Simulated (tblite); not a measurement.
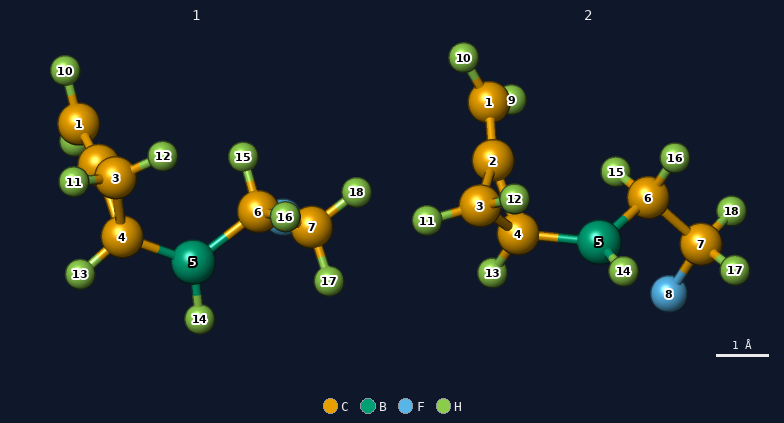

Two geometries of C₆H₁₀BF, drawn at one scale. One is the start of a relaxation, the other its converged end. The picture is a ball-and-stick view, seen from a free direction.

Level of theory: GFN2-xTB geometry optimisation, gas phase (tblite 0.8.0). 

Question: Which geometry has the lower energy?

Answer: Structure 1 is the relaxed one. The largest move after the best rigid fit is that of H14, 2.03 Å. By element the largest moves are H 2.03 Å, F 1.52 Å, C 0.76 Å, B 0.61 Å. Among the contacts that change: C2–C3 1.496 → 1.447 Å, C4–H13 1.127 → 1.087 Å, C3–H12 1.116 → 1.081 Å, C4–B5 1.572 → 1.539 Å. Among the angles between lasting bonds that change: C2–C4–H13 119.9° → 113.6°, C4–C3–H11 122.5° → 117.1°, C6–C7–H18 107.1° → 112.2°. Groups turn about C4–B5 by about 95°, B5–C6 by about 25°. The energy falls by 51.5 kJ/mol in 243 geometry steps. Cost: 1.6 s on 1 thread of Arm Neoverse V1 (shared host).
